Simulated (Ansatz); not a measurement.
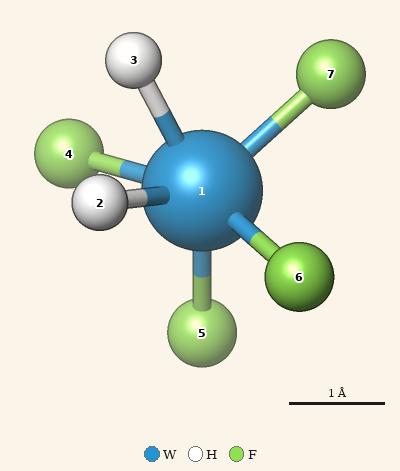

**Figure 1.** The input geometry (ball-and-stick view, seen at a tilt; atoms are numbered from 1 in the order of the input). Sticks mark near contacts.

# WH$_{2}$F$_{4}$: molecular dynamics (part 1 of 3)

The run: molecular dynamics of WH$_{2}$F$_{4}$. Method and program: RHF/def2-SVP (Ansatz 0.2.0).

It belongs to a series of runs on one base structure; here: dynamics from the highest image of the converged band. Figures and captions count atoms from 1; the log counts them from 0 in places.

## Output
```
Engine: ansatz 0.2.0, aarch64-unknown-linux-gnu
Functional definition: HF
  exchange = exact_x
  correlation = 0
1017 factors; integrals over basis functions are off by at most 1.9e-4 eV
mean field evaluation 1: about -12645.9185 eV, gradient 6.4e1 eV
mean field evaluation 2: about -12646.1223 eV, gradient 6.5e1 eV
mean field evaluation 4: about -12654.2477 eV, gradient 3.2e0 eV
mean field evaluation 8: about -12654.3300 eV, gradient 4.9e-1 eV
mean field -12654.33158633 eV, -465.0381083838 hartree, gradient 2.0e-5 eV, S^2 0.000000; 0 other end points of the search recorded, 0 dependent functions left out
the calculation of the forces begins
reference -12654.33158633 eV, -465.0381083838 hartree; 26, 26 occupied and 72, 72 virtual orbitals, 1017 factors
md step     0: t =     0.00 fs  T =   300.0 K  F+E_penalty+E_count = -12654.33158633 eV  E_kin = 0.193890 eV  conserved = -12654.13769634 eV  (46 SCF iters)
these checks for a lower state are left out or cut short: starts, cluster_reference, orbital_swaps, neighbouring_geometries, increment
1017 factors; integrals over basis functions are off by at most 1.9e-4 eV
mean field evaluation 16: about -12653.9781 eV, gradient 2.2e-2 eV
mean field -12654.33010001 eV, -465.0380537624 hartree, gradient 2.0e-5 eV, S^2 0.000000; 0 other end points of the search recorded, 0 dependent functions left out
the calculation of the forces begins
reference -12654.33010001 eV, -465.0380537624 hartree; 26, 26 occupied and 72, 72 virtual orbitals, 1017 factors
md step     1: t =     0.50 fs  T =   297.7 K  F+E_penalty+E_count = -12654.33010001 eV  E_kin = 0.192418 eV  conserved = -12654.13768179 eV  (46 SCF iters)
[... from here on the SCF iterations and repeated set-up lines of each step are left out, up to the last step ...]
md step     2: t =     1.00 fs  T =   291.2 K  F+E_penalty+E_count = -12654.32585352 eV  E_kin = 0.188209 eV  conserved = -12654.13764497 eV  (47 SCF iters)
md step     3: t =     1.50 fs  T =   281.3 K  F+E_penalty+E_count = -12654.31942287 eV  E_kin = 0.181829 eV  conserved = -12654.13759361 eV  (48 SCF iters)
md step     4: t =     2.00 fs  T =   269.4 K  F+E_penalty+E_count = -12654.31161849 eV  E_kin = 0.174082 eV  conserved = -12654.13753667 eV  (48 SCF iters)
md step     5: t =     2.50 fs  T =   256.6 K  F+E_penalty+E_count = -12654.30334352 eV  E_kin = 0.165861 eV  conserved = -12654.13748279 eV  (48 SCF iters)
md step     6: t =     3.00 fs  T =   244.5 K  F+E_penalty+E_count = -12654.29545530 eV  E_kin = 0.158016 eV  conserved = -12654.13743930 eV  (48 SCF iters)
md step     7: t =     3.50 fs  T =   234.0 K  F+E_penalty+E_count = -12654.28864738 eV  E_kin = 0.151236 eV  conserved = -12654.13741151 eV  (48 SCF iters)
md step     8: t =     4.00 fs  T =   225.8 K  F+E_penalty+E_count = -12654.28336310 eV  E_kin = 0.145961 eV  conserved = -12654.13740247 eV  (47 SCF iters)
md step     9: t =     4.50 fs  T =   220.2 K  F+E_penalty+E_count = -12654.27974591 eV  E_kin = 0.142333 eV  conserved = -12654.13741283 eV  (48 SCF iters)
md step    10: t =     5.00 fs  T =   216.9 K  F+E_penalty+E_count = -12654.27762920 eV  E_kin = 0.140188 eV  conserved = -12654.13744081 eV  (48 SCF iters)
md step    11: t =     5.50 fs  T =   215.2 K  F+E_penalty+E_count = -12654.27656612 eV  E_kin = 0.139084 eV  conserved = -12654.13748222 eV  (46 SCF iters)
md step    12: t =     6.00 fs  T =   214.1 K  F+E_penalty+E_count = -12654.27589864 eV  E_kin = 0.138368 eV  conserved = -12654.13753064 eV  (46 SCF iters)
md step    13: t =     6.50 fs  T =   212.4 K  F+E_penalty+E_count = -12654.27486234 eV  E_kin = 0.137284 eV  conserved = -12654.13757784 eV  (45 SCF iters)
md step    14: t =     7.00 fs  T =   209.0 K  F+E_penalty+E_count = -12654.27271905 eV  E_kin = 0.135104 eV  conserved = -12654.13761468 eV  (45 SCF iters)
md step    15: t =     7.50 fs  T =   203.1 K  F+E_penalty+E_count = -12654.26890243 eV  E_kin = 0.131270 eV  conserved = -12654.13763246 eV  (45 SCF iters)
md step    16: t =     8.00 fs  T =   194.2 K  F+E_penalty+E_count = -12654.26315371 eV  E_kin = 0.125529 eV  conserved = -12654.13762488 eV  (45 SCF iters)
md step    17: t =     8.50 fs  T =   182.6 K  F+E_penalty+E_count = -12654.25561744 eV  E_kin = 0.118027 eV  conserved = -12654.13759008 eV  (45 SCF iters)
md step    18: t =     9.00 fs  T =   169.2 K  F+E_penalty+E_count = -12654.24686586 eV  E_kin = 0.109334 eV  conserved = -12654.13753221 eV  (46 SCF iters)
md step    19: t =     9.50 fs  T =   155.3 K  F+E_penalty+E_count = -12654.23782873 eV  E_kin = 0.100367 eV  conserved = -12654.13746174 eV  (71 SCF iters)
md step    20: t =    10.00 fs  T =   142.7 K  F+E_penalty+E_count = -12654.22962616 eV  E_kin = 0.092232 eV  conserved = -12654.13739375 eV  (46 SCF iters)
md step    21: t =    10.50 fs  T =   133.0 K  F+E_penalty+E_count = -12654.22333196 eV  E_kin = 0.085988 eV  conserved = -12654.13734432 eV  (46 SCF iters)
md step    22: t =    11.00 fs  T =   127.5 K  F+E_penalty+E_count = -12654.21972367 eV  E_kin = 0.082398 eV  conserved = -12654.13732592 eV  (46 SCF iters)
md step    23: t =    11.50 fs  T =   126.5 K  F+E_penalty+E_count = -12654.21908979 eV  E_kin = 0.081746 eV  conserved = -12654.13734349 eV  (47 SCF iters)
md step    24: t =    12.00 fs  T =   129.6 K  F+E_penalty+E_count = -12654.22115369 eV  E_kin = 0.083761 eV  conserved = -12654.13739282 eV  (46 SCF iters)
md step    25: t =    12.50 fs  T =   135.7 K  F+E_penalty+E_count = -12654.22513846 eV  E_kin = 0.087677 eV  conserved = -12654.13746192 eV  (46 SCF iters)
md step    26: t =    13.00 fs  T =   143.0 K  F+E_penalty+E_count = -12654.22995194 eV  E_kin = 0.092417 eV  conserved = -12654.13753484 eV  (46 SCF iters)
md step    27: t =    13.50 fs  T =   149.8 K  F+E_penalty+E_count = -12654.23443458 eV  E_kin = 0.096839 eV  conserved = -12654.13759608 eV  (46 SCF iters)
md step    28: t =    14.00 fs  T =   154.7 K  F+E_penalty+E_count = -12654.23760086 eV  E_kin = 0.099966 eV  conserved = -12654.13763483 eV  (46 SCF iters)
md step    29: t =    14.50 fs  T =   156.5 K  F+E_penalty+E_count = -12654.23881488 eV  E_kin = 0.101169 eV  conserved = -12654.13764605 eV  (46 SCF iters)
md step    30: t =    15.00 fs  T =   155.1 K  F+E_penalty+E_count = -12654.23787289 eV  E_kin = 0.100242 eV  conserved = -12654.13763084 eV  (46 SCF iters)
md step    31: t =    15.50 fs  T =   150.7 K  F+E_penalty+E_count = -12654.23499045 eV  E_kin = 0.097396 eV  conserved = -12654.13759495 eV  (46 SCF iters)
md step    32: t =    16.00 fs  T =   144.2 K  F+E_penalty+E_count = -12654.23071605 eV  E_kin = 0.093169 eV  conserved = -12654.13754669 eV  (46 SCF iters)
md step    33: t =    16.50 fs  T =   136.6 K  F+E_penalty+E_count = -12654.22580120 eV  E_kin = 0.088306 eV  conserved = -12654.13749516 eV  (46 SCF iters)
md step    34: t =    17.00 fs  T =   129.4 K  F+E_penalty+E_count = -12654.22105654 eV  E_kin = 0.083608 eV  conserved = -12654.13744885 eV  (46 SCF iters)
md step    35: t =    17.50 fs  T =   123.5 K  F+E_penalty+E_count = -12654.21721662 eV  E_kin = 0.079802 eV  conserved = -12654.13741432 eV  (47 SCF iters)
md step    36: t =    18.00 fs  T =   119.8 K  F+E_penalty+E_count = -12654.21483032 eV  E_kin = 0.077434 eV  conserved = -12654.13739636 eV  (49 SCF iters)
md step    37: t =    18.50 fs  T =   118.8 K  F+E_penalty+E_count = -12654.21418376 eV  E_kin = 0.076786 eV  conserved = -12654.13739733 eV  (49 SCF iters)
md step    38: t =    19.00 fs  T =   120.4 K  F+E_penalty+E_count = -12654.21526186 eV  E_kin = 0.077845 eV  conserved = -12654.13741713 eV  (47 SCF iters)
md step    39: t =    19.50 fs  T =   124.2 K  F+E_penalty+E_count = -12654.21774973 eV  E_kin = 0.080297 eV  conserved = -12654.13745322 eV  (47 SCF iters)
md step    40: t =    20.00 fs  T =   129.3 K  F+E_penalty+E_count = -12654.22107481 eV  E_kin = 0.083574 eV  conserved = -12654.13750061 eV  (47 SCF iters)
md step    41: t =    20.50 fs  T =   134.5 K  F+E_penalty+E_count = -12654.22448814 eV  E_kin = 0.086936 eV  conserved = -12654.13755214 eV  (47 SCF iters)
md step    42: t =    21.00 fs  T =   138.6 K  F+E_penalty+E_count = -12654.22718030 eV  E_kin = 0.089581 eV  conserved = -12654.13759891 eV  (47 SCF iters)
md step    43: t =    21.50 fs  T =   140.5 K  F+E_penalty+E_count = -12654.22842251 eV  E_kin = 0.090791 eV  conserved = -12654.13763180 eV  (48 SCF iters)
md step    44: t =    22.00 fs  T =   139.4 K  F+E_penalty+E_count = -12654.22771325 eV  E_kin = 0.090071 eV  conserved = -12654.13764244 eV  (49 SCF iters)
md step    45: t =    22.50 fs  T =   135.0 K  F+E_penalty+E_count = -12654.22490610 eV  E_kin = 0.087280 eV  conserved = -12654.13762578 eV  (48 SCF iters)
md step    46: t =    23.00 fs  T =   128.0 K  F+E_penalty+E_count = -12654.22028500 eV  E_kin = 0.082703 eV  conserved = -12654.13758209 eV  (48 SCF iters)
md step    47: t =    23.50 fs  T =   119.2 K  F+E_penalty+E_count = -12654.21455623 eV  E_kin = 0.077038 eV  conserved = -12654.13751790 eV  (48 SCF iters)
md step    48: t =    24.00 fs  T =   110.3 K  F+E_penalty+E_count = -12654.20874126 eV  E_kin = 0.071295 eV  conserved = -12654.13744582 eV  (49 SCF iters)
md step    49: t =    24.50 fs  T =   103.0 K  F+E_penalty+E_count = -12654.20397789 eV  E_kin = 0.066596 eV  conserved = -12654.13738190 eV  (47 SCF iters)
md step    50: t =    25.00 fs  T =    98.9 K  F+E_penalty+E_count = -12654.20127077 eV  E_kin = 0.063929 eV  conserved = -12654.13734133 eV  (72 SCF iters)
md step    51: t =    25.50 fs  T =    98.9 K  F+E_penalty+E_count = -12654.20125641 eV  E_kin = 0.063922 eV  conserved = -12654.13733394 eV  (49 SCF iters)
md step    52: t =    26.00 fs  T =   103.2 K  F+E_penalty+E_count = -12654.20405181 eV  E_kin = 0.066691 eV  conserved = -12654.13736108 eV  (47 SCF iters)
md step    53: t =    26.50 fs  T =   111.1 K  F+E_penalty+E_count = -12654.20923338 eV  E_kin = 0.071818 eV  conserved = -12654.13741535 eV  (48 SCF iters)
md step    54: t =    27.00 fs  T =   121.4 K  F+E_penalty+E_count = -12654.21595081 eV  E_kin = 0.078468 eV  conserved = -12654.13748312 eV  (48 SCF iters)
md step    55: t =    27.50 fs  T =   132.4 K  F+E_penalty+E_count = -12654.22313707 eV  E_kin = 0.085588 eV  conserved = -12654.13754893 eV  (47 SCF iters)
md step    56: t =    28.00 fs  T =   142.6 K  F+E_penalty+E_count = -12654.22974972 eV  E_kin = 0.092150 eV  conserved = -12654.13759957 eV  (48 SCF iters)
md step    57: t =    28.50 fs  T =   150.6 K  F+E_penalty+E_count = -12654.23497883 eV  E_kin = 0.097352 eV  conserved = -12654.13762686 eV  (48 SCF iters)
md step    58: t =    29.00 fs  T =   155.9 K  F+E_penalty+E_count = -12654.23837786 eV  E_kin = 0.100749 eV  conserved = -12654.13762876 eV  (50 SCF iters)
md step    59: t =    29.50 fs  T =   158.3 K  F+E_penalty+E_count = -12654.23990204 eV  E_kin = 0.102294 eV  conserved = -12654.13760817 eV  (48 SCF iters)
md step    60: t =    30.00 fs  T =   158.3 K  F+E_penalty+E_count = -12654.23986600 eV  E_kin = 0.102295 eV  conserved = -12654.13757149 eV  (48 SCF iters)
md step    61: t =    30.50 fs  T =   156.8 K  F+E_penalty+E_count = -12654.23884501 eV  E_kin = 0.101318 eV  conserved = -12654.13752687 eV  (49 SCF iters)
md step    62: t =    31.00 fs  T =   154.8 K  F+E_penalty+E_count = -12654.23754778 eV  E_kin = 0.100065 eV  conserved = -12654.13748229 eV  (48 SCF iters)
md step    63: t =    31.50 fs  T =   153.6 K  F+E_penalty+E_count = -12654.23668696 eV  E_kin = 0.099242 eV  conserved = -12654.13744503 eV  (49 SCF iters)
md step    64: t =    32.00 fs  T =   153.9 K  F+E_penalty+E_count = -12654.23686288 eV  E_kin = 0.099442 eV  conserved = -12654.13742041 eV  (49 SCF iters)
md step    65: t =    32.50 fs  T =   156.4 K  F+E_penalty+E_count = -12654.23847414 eV  E_kin = 0.101062 eV  conserved = -12654.13741203 eV  (49 SCF iters)
md step    66: t =    33.00 fs  T =   161.3 K  F+E_penalty+E_count = -12654.24165913 eV  E_kin = 0.104238 eV  conserved = -12654.13742128 eV  (49 SCF iters)
md step    67: t =    33.50 fs  T =   168.4 K  F+E_penalty+E_count = -12654.24627324 eV  E_kin = 0.108826 eV  conserved = -12654.13744730 eV  (48 SCF iters)
md step    68: t =    34.00 fs  T =   177.0 K  F+E_penalty+E_count = -12654.25190304 eV  E_kin = 0.114416 eV  conserved = -12654.13748693 eV  (48 SCF iters)
md step    69: t =    34.50 fs  T =   186.3 K  F+E_penalty+E_count = -12654.25791799 eV  E_kin = 0.120383 eV  conserved = -12654.13753481 eV  (48 SCF iters)
md step    70: t =    35.00 fs  T =   194.9 K  F+E_penalty+E_count = -12654.26355782 eV  E_kin = 0.125974 eV  conserved = -12654.13758366 eV  (48 SCF iters)
md step    71: t =    35.50 fs  T =   201.8 K  F+E_penalty+E_count = -12654.26804953 eV  E_kin = 0.130425 eV  conserved = -12654.13762503 eV  (47 SCF iters)
md step    72: t =    36.00 fs  T =   205.9 K  F+E_penalty+E_count = -12654.27074175 eV  E_kin = 0.133091 eV  conserved = -12654.13765044 eV  (48 SCF iters)
md step    73: t =    36.50 fs  T =   206.7 K  F+E_penalty+E_count = -12654.27123679 eV  E_kin = 0.133583 eV  conserved = -12654.13765345 eV  (48 SCF iters)
md step    74: t =    37.00 fs  T =   204.0 K  F+E_penalty+E_count = -12654.26949195 eV  E_kin = 0.131861 eV  conserved = -12654.13763115 eV  (48 SCF iters)
md step    75: t =    37.50 fs  T =   198.5 K  F+E_penalty+E_count = -12654.26586201 eV  E_kin = 0.128276 eV  conserved = -12654.13758590 eV  (47 SCF iters)
md step    76: t =    38.00 fs  T =   191.1 K  F+E_penalty+E_count = -12654.26105899 eV  E_kin = 0.123533 eV  conserved = -12654.13752575 eV  (48 SCF iters)
md step    77: t =    38.50 fs  T =   183.4 K  F+E_penalty+E_count = -12654.25602421 eV  E_kin = 0.118561 eV  conserved = -12654.13746326 eV  (48 SCF iters)
md step    78: t =    39.00 fs  T =   176.9 K  F+E_penalty+E_count = -12654.25173274 eV  E_kin = 0.114320 eV  conserved = -12654.13741240 eV  (47 SCF iters)
md step    79: t =    39.50 fs  T =   172.7 K  F+E_penalty+E_count = -12654.24897728 eV  E_kin = 0.111593 eV  conserved = -12654.13738465 eV  (47 SCF iters)
md step    80: t =    40.00 fs  T =   171.4 K  F+E_penalty+E_count = -12654.24819104 eV  E_kin = 0.110806 eV  conserved = -12654.13738549 eV  (72 SCF iters)
md step    81: t =    40.50 fs  T =   173.2 K  F+E_penalty+E_count = -12654.24936231 eV  E_kin = 0.111949 eV  conserved = -12654.13741296 eV  (47 SCF iters)
md step    82: t =    41.00 fs  T =   177.3 K  F+E_penalty+E_count = -12654.25206381 eV  E_kin = 0.114605 eV  conserved = -12654.13745861 eV  (47 SCF iters)
md step    83: t =    41.50 fs  T =   182.7 K  F+E_penalty+E_count = -12654.25558304 eV  E_kin = 0.118073 eV  conserved = -12654.13751012 eV  (48 SCF iters)
md step    84: t =    42.00 fs  T =   188.1 K  F+E_penalty+E_count = -12654.25911009 eV  E_kin = 0.121555 eV  conserved = -12654.13755549 eV  (47 SCF iters)
md step    85: t =    42.50 fs  T =   192.4 K  F+E_penalty+E_count = -12654.26192581 eV  E_kin = 0.124340 eV  conserved = -12654.13758558 eV  (47 SCF iters)
md step    86: t =    43.00 fs  T =   194.9 K  F+E_penalty+E_count = -12654.26354568 eV  E_kin = 0.125950 eV  conserved = -12654.13759590 eV  (48 SCF iters)
md step    87: t =    43.50 fs  T =   195.3 K  F+E_penalty+E_count = -12654.26379363 eV  E_kin = 0.126207 eV  conserved = -12654.13758659 eV  (48 SCF iters)
md step    88: t =    44.00 fs  T =   193.8 K  F+E_penalty+E_count = -12654.26280455 eV  E_kin = 0.125243 eV  conserved = -12654.13756116 eV  (48 SCF iters)
md step    89: t =    44.50 fs  T =   191.0 K  F+E_penalty+E_count = -12654.26097064 eV  E_kin = 0.123445 eV  conserved = -12654.13752540 eV  (48 SCF iters)
md step    90: t =    45.00 fs  T =   187.8 K  F+E_penalty+E_count = -12654.25885209 eV  E_kin = 0.121366 eV  conserved = -12654.13748582 eV  (48 SCF iters)
md step    91: t =    45.50 fs  T =   185.1 K  F+E_penalty+E_count = -12654.25707400 eV  E_kin = 0.119625 eV  conserved = -12654.13744870 eV  (48 SCF iters)
md step    92: t =    46.00 fs  T =   183.8 K  F+E_penalty+E_count = -12654.25622582 eV  E_kin = 0.118806 eV  conserved = -12654.13741951 eV  (48 SCF iters)
md step    93: t =    46.50 fs  T =   184.7 K  F+E_penalty+E_count = -12654.25677402 eV  E_kin = 0.119372 eV  conserved = -12654.13740207 eV  (50 SCF iters)
md step    94: t =    47.00 fs  T =   188.1 K  F+E_penalty+E_count = -12654.25899683 eV  E_kin = 0.121598 eV  conserved = -12654.13739892 eV  (50 SCF iters)
md step    95: t =    47.50 fs  T =   194.2 K  F+E_penalty+E_count = -12654.26294354 eV  E_kin = 0.125533 eV  conserved = -12654.13741095 eV  (51 SCF iters)
md step    96: t =    48.00 fs  T =   202.7 K  F+E_penalty+E_count = -12654.26842236 eV  E_kin = 0.130985 eV  conserved = -12654.13743687 eV  (48 SCF iters)
md step    97: t =    48.50 fs  T =   212.8 K  F+E_penalty+E_count = -12654.27501998 eV  E_kin = 0.137546 eV  conserved = -12654.13747386 eV  (48 SCF iters)
md step    98: t =    49.00 fs  T =   223.8 K  F+E_penalty+E_count = -12654.28215138 eV  E_kin = 0.144635 eV  conserved = -12654.13751684 eV  (48 SCF iters)
md step    99: t =    49.50 fs  T =   234.5 K  F+E_penalty+E_count = -12654.28914092 eV  E_kin = 0.151582 eV  conserved = -12654.13755931 eV  (48 SCF iters)
md step   100: t =    50.00 fs  T =   244.1 K  F+E_penalty+E_count = -12654.29532666 eV  E_kin = 0.157733 eV  conserved = -12654.13759392 eV  (48 SCF iters)
md step   101: t =    50.50 fs  T =   251.5 K  F+E_penalty+E_count = -12654.30017661 eV  E_kin = 0.162563 eV  conserved = -12654.13761369 eV  (47 SCF iters)
md step   102: t =    51.00 fs  T =   256.5 K  F+E_penalty+E_count = -12654.30339744 eV  E_kin = 0.165784 eV  conserved = -12654.13761355 eV  (48 SCF iters)
md step   103: t =    51.50 fs  T =   259.0 K  F+E_penalty+E_count = -12654.30501134 eV  E_kin = 0.167419 eV  conserved = -12654.13759198 eV  (48 SCF iters)
md step   104: t =    52.00 fs  T =   259.7 K  F+E_penalty+E_count = -12654.30537608 eV  E_kin = 0.167824 eV  conserved = -12654.13755220 eV  (48 SCF iters)
md step   105: t =    52.50 fs  T =   259.4 K  F+E_penalty+E_count = -12654.30513146 eV  E_kin = 0.167629 eV  conserved = -12654.13750214 eV  (47 SCF iters)
md step   106: t =    53.00 fs  T =   259.4 K  F+E_penalty+E_count = -12654.30507253 eV  E_kin = 0.167619 eV  conserved = -12654.13745316 eV  (48 SCF iters)
md step   107: t =    53.50 fs  T =   260.8 K  F+E_penalty+E_count = -12654.30597249 eV  E_kin = 0.168555 eV  conserved = -12654.13741705 eV  (48 SCF iters)
md step   108: t =    54.00 fs  T =   264.6 K  F+E_penalty+E_count = -12654.30839915 eV  E_kin = 0.170996 eV  conserved = -12654.13740276 eV  (51 SCF iters)
md step   109: t =    54.50 fs  T =   271.0 K  F+E_penalty+E_count = -12654.31257628 eV  E_kin = 0.175163 eV  conserved = -12654.13741363 eV  (51 SCF iters)
md step   110: t =    55.00 fs  T =   279.9 K  F+E_penalty+E_count = -12654.31833084 eV  E_kin = 0.180884 eV  conserved = -12654.13744665 eV  (74 SCF iters)
md step   111: t =    55.50 fs  T =   290.3 K  F+E_penalty+E_count = -12654.32513997 eV  E_kin = 0.187647 eV  conserved = -12654.13749339 eV  (49 SCF iters)
md step   112: t =    56.00 fs  T =   301.3 K  F+E_penalty+E_count = -12654.33226020 eV  E_kin = 0.194717 eV  conserved = -12654.13754289 eV  (48 SCF iters)
md step   113: t =    56.50 fs  T =   311.5 K  F+E_penalty+E_count = -12654.33889746 eV  E_kin = 0.201313 eV  conserved = -12654.13758484 eV  (49 SCF iters)
md step   114: t =    57.00 fs  T =   319.9 K  F+E_penalty+E_count = -12654.34436998 eV  E_kin = 0.206758 eV  conserved = -12654.13761181 eV  (50 SCF iters)
```
